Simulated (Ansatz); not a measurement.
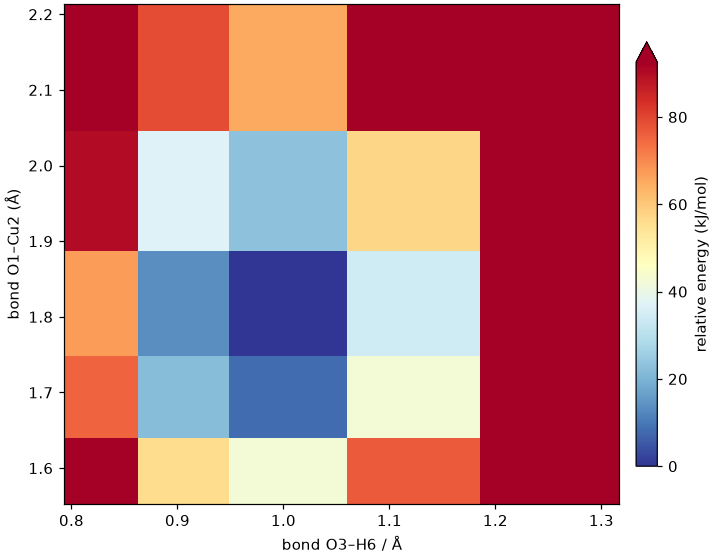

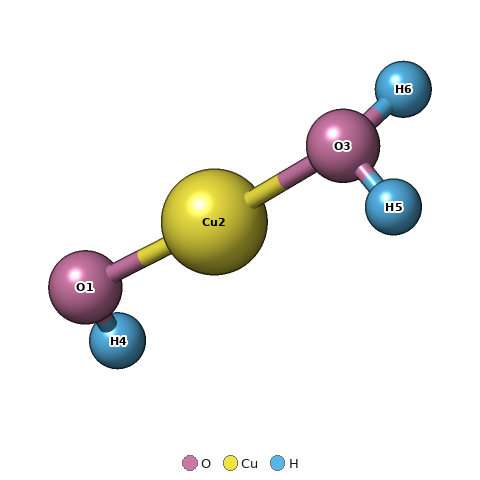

Energy landscape of CuH₃O₂, SMILES [OH][Cu-][OH2+]. 
- Two internal coordinates are moved rigidly from the geometry relaxed at PBE0-D4/def2-TZVP, all others fixed.
- Coordinates scanned: (1) bond O3–H6; (2) bond O1–Cu2.
- The grid has 5 × 5 points.
- Energies are in kJ/mol, from the lowest grid point.
- The calculation used RKS PBE-D4/def2-TZVPP in Ansatz 0.2.0.

The picture shows one coloured cell a grid point, one colour for all values above the top of the scale. The second picture is the structure at the lowest point.

Describe this landscape.

Answer. The lowest grid point is at bond O3–H6 = 1.000 Å, bond O1–Cu2 = 1.814 Å. The bottom of the well lies between grid points, at about bond O3–H6 = 0.971 Å, bond O1–Cu2 = 1.775 Å, about 2.8 kJ/mol lower on the interpolated surface. No other kind of well shows on this grid. The highest grid point, bond O3–H6 = 1.251 Å, bond O1–Cu2 = 2.130 Å, lies 161 kJ/mol above the lowest. Round the minimum the two coordinates are nearly uncoupled.
